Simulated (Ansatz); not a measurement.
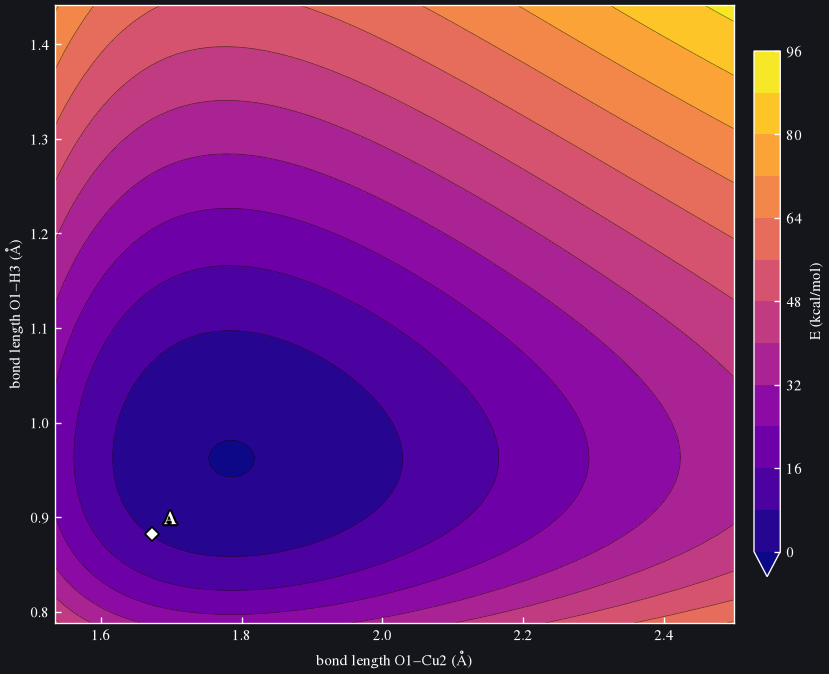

CuHO, SMILES [OH][Cu]. First axis: bond length O1–Cu2. Second axis: bond length O1–H3. Nothing is relaxed (all other coordinates rigid). Grid: 15 × 15 points. Points are written as (first, second). All energies are given in kcal/mol relative to the lowest grid point. The reference is spin-restricted, which grows unreliable where a bond is stretched far. Level of theory: RKS PBE0-D4/def2-TZVP in Ansatz.

The picture shows filled contours, the point A. Between grid points the surface is interpolated.

### Which way does the force act at A, and how strong is it?

A, at (1.673 Å, 0.882 Å), is not a stationary point. The computed force is 66 kcal/mol for each Å towards larger values of bond length O1–Cu2 and 127 kcal/mol for each Å towards larger values of bond length O1–H3.
